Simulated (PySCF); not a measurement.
System: C₄H₁₁As₂N, SMILES C/N=C/[C@H]([AsH2])C[AsH2].

Vertical TDDFT excitations, ωB97X-D/def2-SVPD (IEF-PCM chloroform) with PySCF 2.14.0, at a PBE0-D3(BJ)/def2-SVP geometry (no frequency check).

Where does it absorb, and how strongly?

The lowest singlet lies at 5.21 eV (238 nm, f = 0.008); the brightest of the first 6 is S2 at 6.14 eV (202 nm), f = 0.423, mainly HOMO−1 → LUMO (80 %). No singlet lies below 3.1 eV (beyond 400 nm), so at this level no vertical transition falls in the visible.


| state | E (eV) | λ (nm) | f | main character |
| --- | --- | --- | --- | --- |
| S1 | 5.21 | 238 | 0.008 | HOMO−2 → LUMO (51 %) |
| S2 | 6.14 | 202 | 0.423 | HOMO−1 → LUMO (80 %) |
| S3 | 6.40 | 194 | 0.117 | HOMO → LUMO+1 (38 %) |
| S4 | 6.50 | 191 | 0.015 | HOMO−1 → LUMO+1 (38 %) |
| S5 | 6.53 | 190 | 0.095 | HOMO−1 → LUMO+1 (33 %) |
| S6 | 6.67 | 186 | 0.240 | HOMO → LUMO+3 (57 %) |

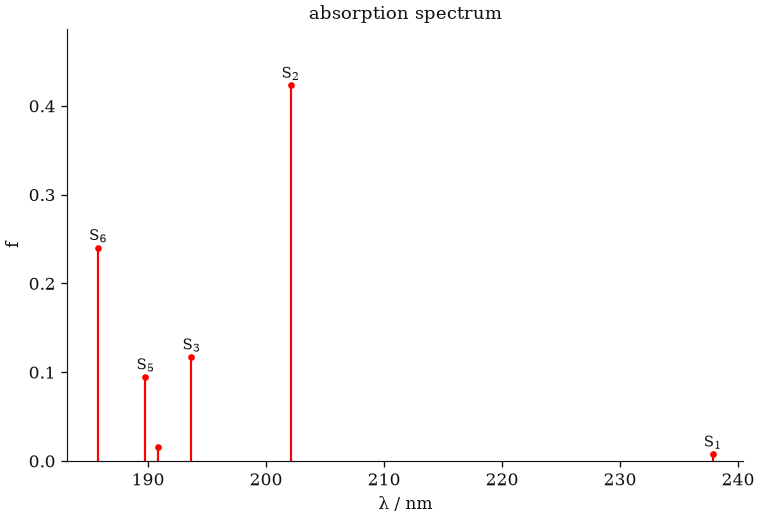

The lowest 6 singlet states are shown.

Note: one conformer of a flexible molecule; core orbitals are frozen in the response.
